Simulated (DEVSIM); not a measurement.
System: abrupt Si p-n junction, at 300 K.

```
layer (left to right)  material  thickness (μm)  Nd (cm⁻³)  Na (cm⁻³)  τn (s)  τp (s)
---------------------  --------  --------------  ---------  ---------  ------  ------
1                            Si           0.490          -     1.5e18  7.2e-5  7.2e-5
2                            Si            3.00     4.4e14          -  7.2e-5  7.2e-5
```

Left contact: ohmic. Right contact: ohmic. Voltage is applied to the left contact. Recombination: SRH at mid-gap, radiative, Auger. Mobility is constant in doping.

Constants are typed, rounded textbook-type inputs, not results; the design itself was drawn at random and stands for no fabricated device. Values at 300 K.

| parameter | Si |
|---|---|
| gap (eV) | 1.124 |
| affinity (eV) | 4.05 |
| permittivity | 11.7 |
| Nc (cm⁻³) | 2.86e19 |
| Nv (cm⁻³) | 3.1e19 |
| μn (cm²/Vs) | 1417 |
| μp (cm²/Vs) | 470 |
| B (cm³/s) | 4.7e-15 |
| Cn (cm⁶/s) | 2.8e-31 |
| Cp (cm⁶/s) | 9.9e-32 |

DEVSIM, 1D drift-diffusion, Boltzmann statistics, complete ionisation; no tunnelling, impact ionisation, image-force lowering or self-heating.

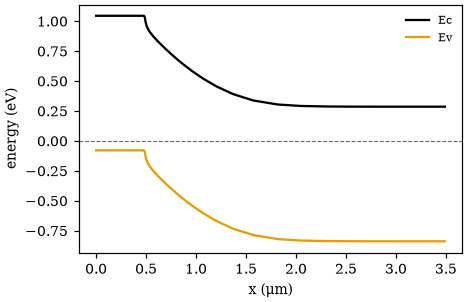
Figure. Band edges at zero bias

Energies count from the Fermi level of the right contact; mesh points crowd at the junctions.

```
x (μm)   Ec (eV)  Ev (eV)  n (cm⁻³)  p (cm⁻³)  field (V/cm)
-------  -------  -------  --------  --------  ------------
0.000      1.046   -0.078     < 1e2    1.5e18           ≈ 0
0.01964    1.046   -0.078     < 1e2    1.5e18           ≈ 0
0.05082    1.046   -0.078     < 1e2    1.5e18           ≈ 0
0.1078     1.046   -0.078     < 1e2    1.5e18           ≈ 0
0.2437     1.046   -0.078     < 1e2    1.5e18           ≈ 0
0.3482     1.046   -0.078     < 1e2    1.5e18           ≈ 0
0.4196     1.046   -0.078     < 1e2    1.5e18           ≈ 0
0.4684     1.046   -0.078     < 1e2    1.5e18          -150
0.4889     1.026   -0.098       170    7.0e17        -53000
0.5051     0.962   -0.162      1900    6.0e16        -24000
0.5378     0.910   -0.214     15000    7.9e15        -12000
0.6204     0.830   -0.294    320000    3.6e14         -8600
0.7483     0.728   -0.396     1.7e7    6.9e12         -7500
0.9616     0.583   -0.541     4.6e9    2.5e10         -6100
1.573      0.338   -0.786    5.9e13   2000000         -2000
2.316      0.288   -0.836    4.1e14    280000           -81
2.858      0.287   -0.837    4.4e14    270000           ≈ 0
3.140      0.287   -0.837    4.4e14    260000           ≈ 0
3.347      0.286   -0.838    4.4e14    260000           ≈ 0
3.419      0.286   -0.838    4.4e14    260000           ≈ 0
3.462      0.286   -0.838    4.4e14    260000           ≈ 0
3.490      0.286   -0.838    4.4e14    260000           ≈ 0
```
